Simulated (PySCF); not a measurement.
```xyz
13

C     2.4395    0.5141    0.7940
C     1.2486    0.0114    0.2786
N     0.2825   -0.4337   -0.1654
C    -0.9572   -0.8385   -0.6241
C    -2.0505    0.1459   -0.1207
F    -3.2372   -0.2315   -0.5517
F    -2.0610    0.1839    1.2101
F    -1.7989    1.3785   -0.5565
H     2.3186    0.7424    1.8585
H     2.7189    1.4320    0.2663
H     3.2459   -0.2176    0.6810
H    -0.9671   -0.8440   -1.7214
H    -1.1866   -1.8423   -0.2450
```

Geometry: GFN2-xTB.

Theory: PySCF, PBE0/pcSseg-1, SCF density, gas phase, non-relativistic.

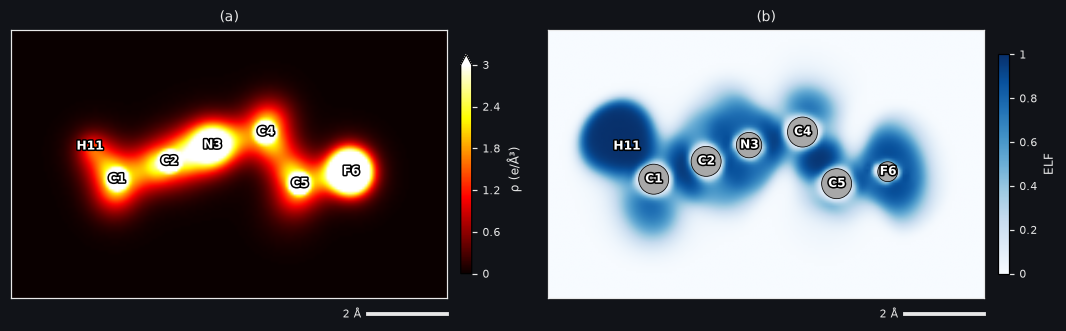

C4H5F3N (SMILES CC#[N+]CC(F)(F)F) (charge +1). (a) electron density; (b) electron localisation function on the plane of atoms N3, C4 and C5. Grey discs cover the atomic cores in the ELF map.

Interpret the plot.

Answer. Atoms in the plane: C, N, F and H.
C–N (1.15 Å): ρ at the midpoint is about 3.3 e/Å³; the ELF peaks at about 0.80 between the atoms: a multiple bond.
C–F (1.32 Å): the density is about 2.5 e/Å³ at the midpoint; the ELF peaks at about 0.85 between the atoms, as expected for a polar covalent bond.
C–C (1.39 Å): the density is about 2 e/Å³ at the midpoint; the ELF peaks at about 0.95 between the atoms, as expected for localised, covalent bonding.
C–H (1.09 Å): ρ is about 2 e/Å³ halfway; the ELF climbs to about 1 towards the hydrogen, as it does in any bond to H; a covalent bond by its length.
C–C (1.55 Å): ρ is about 1.7 e/Å³ halfway; the ELF peaks at about 1 between the atoms, as expected for a covalent bond.
The ELF also peaks beside F6, away from the bonds: lone-pair regions.
